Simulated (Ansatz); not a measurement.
# Calculations on H6C

### Relaxation

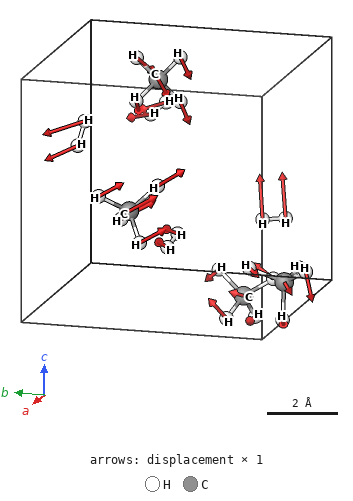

A relaxation of an amorphous cell of composition H6C. The starting structure is drawn; red arrows show the displacements, at their true length.

The picture is a ball-and-stick view of the cell of the calculation, seen from a free direction.

The cell holds 4 H2 + 4 CH4. The run prepares the start of a later molecular dynamics calculation, from a guessed geometry.

Theory: DFT PBE-D3(BJ), scalar-relativistic, plane waves, PAW (Ansatz).

Input
```yaml
accuracy: low
crystal:
  lattice:
    - [7.191966, 0.0, 0.0]
    - [0.0, 7.191966, 0.0]
    - [0.0, 0.0, 7.191966]
  atoms:
    - { symbol: H, position: [0.3819999, 0.5295693, 0.2470074] }
    - { symbol: H, position: [0.334302, 0.5852262, 0.1753613] }
    - { symbol: H, position: [0.7997031, 0.5196711, 0.8417903] }
    - { symbol: H, position: [0.8338128, 0.4461689, 0.9045589] }
    - { symbol: H, position: [0.1566596, 0.9795284, 0.6234614] }
    - { symbol: H, position: [0.193125, 0.9988162, 0.5296307] }
    - { symbol: H, position: [0.7344998, 0.0746297, 0.4239698] }
    - { symbol: H, position: [0.749924, -0.0254547, 0.4398178] }
    - { symbol: C, position: [0.2096031, 0.6593838, 0.8304395] }
    - { symbol: H, position: [0.2961522, 0.7245159, 0.9363769] }
    - { symbol: H, position: [0.0837871, 0.6046115, 0.8946736] }
    - { symbol: H, position: [0.2863164, 0.5462416, 0.7650973] }
    - { symbol: H, position: [0.1721566, 0.7621663, 0.72561] }
    - { symbol: C, position: [0.3081, 0.1082434, 0.0601971] }
    - { symbol: H, position: [0.3966382, 0.020238, 0.1460558] }
    - { symbol: H, position: [0.3163014, 0.2513437, 0.1092962] }
    - { symbol: H, position: [0.1648039, 0.059873, 0.0692634] }
    - { symbol: H, position: [0.3546567, 0.1015189, -0.083827] }
    - { symbol: C, position: [0.8048627, 0.1332609, 0.1231521] }
    - { symbol: H, position: [0.8517548, 0.2215634, 0.2369918] }
    - { symbol: H, position: [0.6953663, 0.0409665, 0.1726291] }
    - { symbol: H, position: [0.9211931, 0.0507463, 0.0720221] }
    - { symbol: H, position: [0.7511367, 0.2197672, 0.0109655] }
    - { symbol: C, position: [0.1110643, 0.8085667, 0.2541115] }
    - { symbol: H, position: [0.0627123, 0.7795988, 0.113475] }
    - { symbol: H, position: [0.0684748, 0.9482801, 0.2943854] }
    - { symbol: H, position: [0.2621774, 0.7985609, 0.2586275] }
    - { symbol: H, position: [0.0508926, 0.707827, 0.3499581] }
basis:
  ecutwfc: 420.0
kpoints:
  mp_grid: { grid: [1, 1, 1] }
hamiltonian:
  xc: pbe
  dispersion: d3bj
scf:
  occupations: { method: fermi_dirac, width: 0.05 }
  lower_state_search: "off"
relax:
  f_tol: 0.3
  max_steps: 15
  adjacent_minimum: "off"
output:
  write_density: true
  write_potential: true
  elf: true
  volumetric_format: npy
```

Launched with:
```bash
ansatz run input.yaml --threads 1 --pin off --max-ram 3072MiB --backend cpu --events-out ev --progress --plain --runs-dir out
```

> Describe the change and its energy.

The largest move is that of H8, 1.37 Å roughly along +c. By element the largest moves are H 1.37 Å, C 1.05 Å. The cell stays as it was. Some distances before and after: H3–H4 0.737 → 0.767 Å, H5–H6 0.737 → 0.755 Å, H1–H2 0.737 → 0.755 Å, C14–H15 1.090 → 1.099 Å. After 9 accepted moves (10 points after the start) the energy has fallen by 1.631 eV per cell of the calculation. Largest force component: 0.61 eV/Å at the start, 0.29 eV/Å at the end. 1 step only repeated the SCF at the same geometry.

Limits of the set-up: the program's low-accuracy preset was used; the periodic images lie only 7.2 Å apart, so the values are limited by the cell's size.

### Dynamics

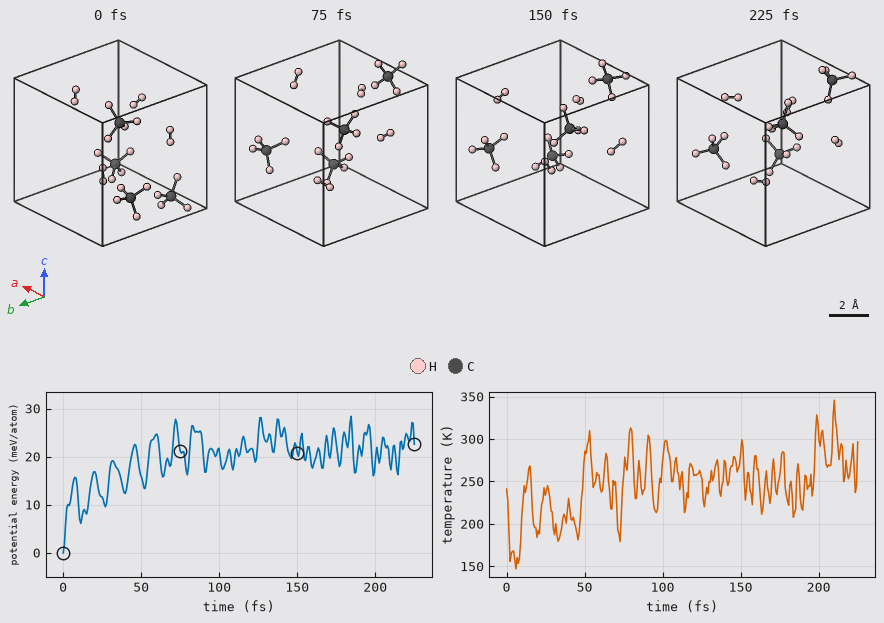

First-principles dynamics of a periodic cell with 4 H2 + 4 CH4 at 0.322 g/cm³, 225 fs long. Frames and the history of the run. Style: ball-and-stick. Shown: the simulation cell, from a free direction. Atoms that leave the cell re-enter on the other side.

The calculation used Ansatz, DFT PBE-D3(BJ), scalar-relativistic, plane waves, PAW. Run with plane-wave cutoff 420 eV; k-point mesh 1 × 1 × 1; Fermi-Dirac smearing 0.05 eV; low-accuracy preset; Langevin thermostat (NVT); set temperature 250 K; time step 0.75 fs; friction 0.02 per fs.

Question: Describe the run.

Answer: In the second half of the run the atoms are, in the root-mean-square, this far from where they began (common drift taken out): H 1.08 Å, C 0.49 Å. The heavy atoms stay within a fraction of a molecule's size of their starting places, while the hydrogen atoms travel further, as molecules turn; so short a run doesn't tell a liquid from a solid. The mean temperature in the second half is 259 K (standard deviation 26 K). The potential energy in the second half lies on average 22.1 meV per atom above the first frame.

Limits of the set-up: the program's low-accuracy preset was used; the periodic images lie only 7.2 Å apart, so the values are limited by the cell's size.

The run took 7.3 min on 1 thread of Arm Neoverse V1 (shared host), peak memory 0.39 GiB.

### Dynamics

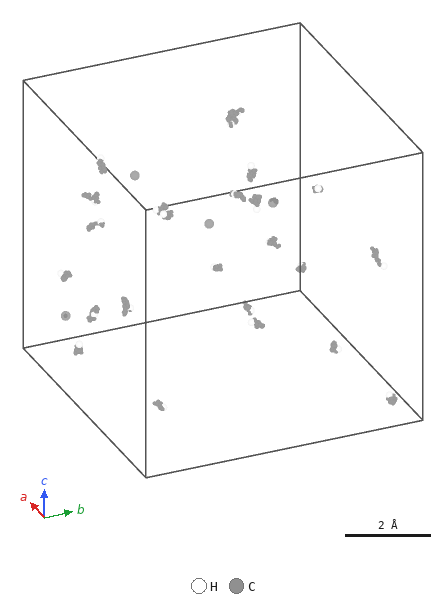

First-principles dynamics of a periodic cell with 4 H2 + 4 CH4 at 0.322 g/cm³, 100 fs long. It starts from the last geometry of an earlier run, with fresh velocities. Dots mark each atom's position at evenly spaced times, in the colour of its element; spheres stand at the starting positions. Seen from a free direction in the simulation cell.

Theory: DFT PBE-D3(BJ), scalar-relativistic, plane waves, PAW in Ansatz 0.2.0. Run with plane-wave cutoff 420 eV; k-point mesh 1 × 1 × 1; Fermi-Dirac smearing 0.05 eV; low-accuracy preset; Langevin thermostat (NVT); set temperature 250 K; time step 0.5 fs; friction 1 per fs.

How do the atoms move?

Answer. Root-mean-square distances from the starting positions over the second half, with the common drift of all atoms taken out: H 0.24 Å, C 0.06 Å. The heavy atoms stay within a fraction of a molecule's size of their starting places; so short a run doesn't tell a liquid from a solid. Over the second half the temperature averages 257 K (spread ±40 K). The potential energy in the second half lies on average 1.5 meV per atom below the first frame. The friction is so strong that the slow modes are overdamped, and the motion no longer resembles free dynamics.

Limits of the set-up: the program's low-accuracy preset was used; the periodic images lie only 7.2 Å apart, so the values are limited by the cell's size.
